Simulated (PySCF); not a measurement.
Molecule: Sn(H)2(Vi)(OMe), SMILES C=[CH][SnH2][O]C. Atoms near the plane z = 0.0 Å, at the B3LYP/def2-SVP optimised geometry (x, y, z in Å): Sn1 (0.2, -0.8, 0.0), O4 (-0.4, 1.1, 0.0), C5 (0.1, 2.0, -1.0), H7 (1.9, -0.8, 0.0), H10 (-1.9, -3.0, 0.8), H12 (1.2, 2.1, -1.1), H13 (-0.4, 3.0, -0.8).

Level of theory: B3LYP/def2-TZVP, def2 effective core potentials past Kr in PySCF 2.14.0. The core electrons that the potentials of Sn replace are not part of the density. Cells within 0.4 Å of a nucleus heavier than hydrogen are left out (blank, or x). The values are rescaled to run from 0 to 1.

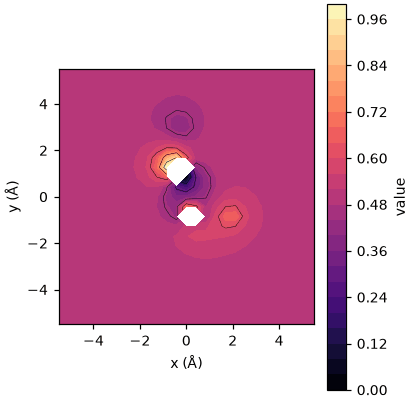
Figure. a field on the plane z = 0.0 Å.

Which quantity is mapped?
A) an orbital amplitude
B) deformation density (molecule minus spherical neutral atoms)
C) log10 of the electron density
D) electron localisation function

A, an orbital amplitude. In full: HOMO−1 amplitude (bohr^(-3/2)).
